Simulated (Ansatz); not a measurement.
# doublet GaHClOF− at 6 levels

We compute a comparison of 6 runs (UHF/def2-SVPD, UBHLYP/def2-SVPD, UBLYP/def2-SVPD, UPBE/def2-SVPD, USVWN5/def2-SVPD, UCCSD(T)/def2-SVPD) of doublet GaHClOF−. 

The calculation is run with Ansatz 0.2.0.

93 further runs of the same task are left out: 93 set aside as unsound or not needed. Runs told in other sessions of the task aren't counted.

### 1 The system as given

The species is GaHClOF− (5 atoms), meant as a doublet with charge -1. As SMILES of the parent species, `[OH][Ga]([F])[Cl]`. The coordinates come from a PBE0-D4/def2-TZVP relaxation. This is one conformer, not always the lowest. That shape belongs to the parent species and isn't relaxed for this state.

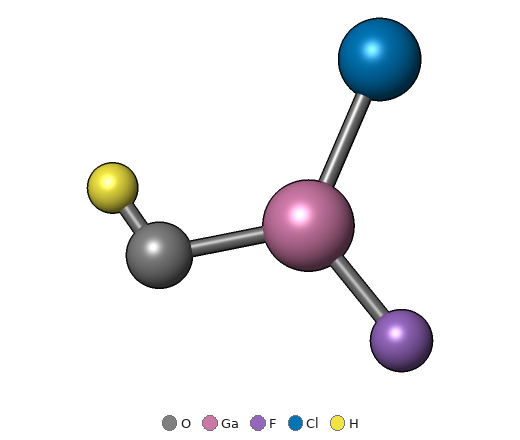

The structure, seen from a chosen angle (oxygen grey, gallium pink, fluorine purple, chlorine blue, hydrogen yellow).

### 2 The energy at UHF/def2-SVPD (run 1)

File run.yaml:

```yaml
basis:
  gaussian:
    orbitals: def2-SVPD
crystal:
  periodic: [false, false, false]
  atoms:
    - symbol: O
      position_ang: [-0.411400, -1.212900, 0.567400]
    - symbol: Ga
      position_ang: [0.024700, 0.194000, -0.397200]
    - symbol: F
      position_ang: [-0.341800, 0.143700, -2.089800]
    - symbol: Cl
      position_ang: [0.960300, 1.923100, 0.382300]
    - symbol: H
      position_ang: [-0.182000, -1.121400, 1.495800]
total_charge: -1
magnetization:
  spin_polarized: true
  initial_magnetization: 1
hamiltonian:
  xc: hf
accuracy: high
output:
  orbitals: {seedname: orbitals}
```

On the command line:

```console
$ ansatz run run.yaml --threads 1 --pin off --max-ram 3480MiB --events-out events.jsonl --progress --plain --runs-dir runs
```

The log of the run:

```text
Warning: RAYON_NUM_THREADS=1 ignored (pool sized by the plan → 1); use --threads N
Functional definition: HF
  name "HF"
  exchange = exact_x
  correlation = 0
2246 factors; integrals over basis functions are off by at most 4.4e-9 eV
mean field evaluation 1: about -69583.9897 eV, gradient 1.9e1 eV
mean field evaluation 2: about -69584.0591 eV, gradient 1.9e1 eV
mean field evaluation 4: about -69585.7791 eV, gradient 2.2e0 eV
mean field evaluation 8: about -69585.8541 eV, gradient 2.7e-1 eV
mean field evaluation 16: about -69585.8568 eV, gradient 1.2e-6 eV
mean field evaluation 32: about -69585.1443 eV, gradient 1.5e0 eV
mean field -69585.85680377 eV, -2557.2330705507 hartree, gradient 3.4e-8 eV, S^2 0.753338; 0 other end points of the search recorded, 0 dependent functions left out
reference -69585.85680377 eV, -2557.2330705507 hartree; 34, 33 occupied and 85, 86 virtual orbitals, 2246 factors
Total energy: -69585.85680377 eV, -2557.2330705507 hartree
```

Run time: 14 s. Hardware: 1 thread of Arm Neoverse V2, shared host; peak memory 0.54 GiB.

### 3 The energy at UBHLYP/def2-SVPD (run 2)

File run.yaml:

```yaml
crystal:
  periodic: [false, false, false]
  atoms:
    - {symbol: O, position_ang: [-0.411400, -1.212900, 0.567400]}
    - {symbol: Ga, position_ang: [0.024700, 0.194000, -0.397200]}
    - {symbol: F, position_ang: [-0.341800, 0.143700, -2.089800]}
    - {symbol: Cl, position_ang: [0.960300, 1.923100, 0.382300]}
    - {symbol: H, position_ang: [-0.182000, -1.121400, 1.495800]}
basis:
  gaussian:
    orbitals: def2-SVPD
total_charge: -1
magnetization:
  spin_polarized: true
  initial_magnetization: 1
hamiltonian:
  xc: {name: BHLYP}
accuracy: high
output:
  orbitals: {seedname: orbitals}
```

On the command line:

```console
$ ansatz run run.yaml --threads 1 --pin off --max-ram 3480MiB --events-out events.jsonl --progress --plain --runs-dir runs
```

The log of the run:

```text
Warning: RAYON_NUM_THREADS=1 ignored (pool sized by the plan → 1); use --threads N
Functional definition: BHLYP
  name "BHLYP"
  parameter a = 0.5
  exchange = (1 - a)*b88_x + a*exact_x
  correlation = lyp_c
2246 factors; integrals over basis functions are off by at most 4.4e-9 eV
mean field evaluation 1: about -69665.8190 eV, gradient 2.4e1 eV
mean field evaluation 2: about -69664.1589 eV, gradient 3.3e1 eV
mean field evaluation 4: about -69667.8941 eV, gradient 1.4e0 eV
mean field evaluation 8: about -69667.9448 eV, gradient 4.6e-2 eV
mean field evaluation 16: about -69667.9448 eV, gradient 1.0e-4 eV
mean field evaluation 32: about -69667.7943 eV, gradient 2.2e0 eV
mean field -69667.94484651 eV, -2560.2497504802 hartree, gradient 9.4e-8 eV, S^2 0.751628; 2 other end points of the search recorded, 0 dependent functions left out
reference -69667.94486717 eV, -2560.2497512395 hartree; 34, 33 occupied and 85, 86 virtual orbitals, 2246 factors
Total energy: -69667.94486717 eV, -2560.2497512395 hartree
```

Run time: 26 s. Hardware: 1 thread of Arm Neoverse V2, shared host; peak memory 0.65 GiB.

Runs 3 to 5 aren't shown in full; the table further down has their settings and results.

### 4 The energy at UCCSD(T)/def2-SVPD (run 6)

File in.yaml:

```yaml
crystal:
  periodic: [false, false, false]
  atoms:
    - {symbol: O, position_ang: [-0.411400, -1.212900, 0.567400]}
    - {symbol: Ga, position_ang: [0.024700, 0.194000, -0.397200]}
    - {symbol: F, position_ang: [-0.341800, 0.143700, -2.089800]}
    - {symbol: Cl, position_ang: [0.960300, 1.923100, 0.382300]}
    - {symbol: H, position_ang: [-0.182000, -1.121400, 1.495800]}
basis:
  gaussian:
    orbitals: def2-SVPD
total_charge: -1
magnetization:
  spin_polarized: true
  initial_magnetization: 1
correlation:
  method: ccsd_t
  frozen_orbitals: {Cl: 5, F: 1, Ga: 9, H: 0, O: 1}
accuracy: high
scf:
  omitted_lower_state_checks: [cluster_reference, increment]
```

On the command line:

```console
$ ansatz run in.yaml --threads 1 --pin off --max-ram 3480MiB --events-out events.jsonl --progress --plain --runs-dir runs
```

The log of the run, shortened:

```text
Warning: RAYON_NUM_THREADS=1 ignored (pool sized by the plan → 1); use --threads N
[... 2 set-up lines as earlier in the session ...]
[...]
2246 factors; integrals over basis functions are off by at most 4.4e-9 eV
[...]
mean field -69585.85680377 eV, -2557.2330705507 hartree, gradient 3.4e-8 eV, S^2 0.753338; 2 other end points of the search recorded, 0 dependent functions left out
16 core orbitals not correlated: weight in the atoms' cores, before any rotation towards them, 1.000 or more for the frozen orbitals, at most 0.000 for the correlated occupied ones
reference -69585.85680377 eV, -2557.2330705507 hartree; 18, 17 occupied and 85, 86 virtual orbitals, 2246 factors
second order -21.05003270 eV of doubles, -0.00000000 eV of singles
cycle   1  -20.38733901 eV  change    6.6e-1 eV  update   1.3e-1
[...]
cycle  27  -21.08877100 eV  change    1.9e-9 eV  update   2.1e-9
perturbative correction -0.65965817 eV, -0.0242419907 hartree
Total energy: -69607.60523294 eV, -2558.0323105811 hartree
Checks for a lower state left out: cluster_reference, increment
```

Wall time 6.2 min (1 thread of Arm Neoverse V2, shared host); peak memory 2.3 GiB.

### 5 The series

```tsv
run	level	frozen core orbitals	energy (Eh)	HOMO energy (eV)	LUMO energy (eV)	⟨S²⟩	wall time
1	UHF/def2-SVPD	–	-2557.233071	0.43	4.75	0.753	14 s
2	UBHLYP/def2-SVPD	–	-2560.249751	0.83	3.27	0.752	26 s
3	UBLYP/def2-SVPD	–	-2560.406269	1.79	2.08	0.751	16 s
4	UPBE/def2-SVPD	–	-2559.709187	1.72	2.14	0.751	17 s
5	USVWN5/def2-SVPD	–	-2554.706189	1.56	1.89	0.751	9 s
6	UCCSD(T)/def2-SVPD	16	-2558.032311	–	–	0.753	6.2 min
```

### 6 Summary of results

| quantity | value |
| --- | --- |
| run 6: total energy | -2558.03231 Eh |
| run 6: correlation energy (16 core orbitals frozen) | -799.2 mEh |
| run 6: (T) correction | -24.24 mEh |
| run 6: ⟨S²⟩ of the reference determinant | 0.753 |
| run 6: T1 diagnostic | 0.019 |

What this shows: Totals of different functionals can't be ranked against each other. In runs 1, 2, 3, 4, 5 the HOMO lies above zero, from self-interaction, a short basis or an electron that isn't bound. All runs together took 7.6 min, the longest 6.2 min.
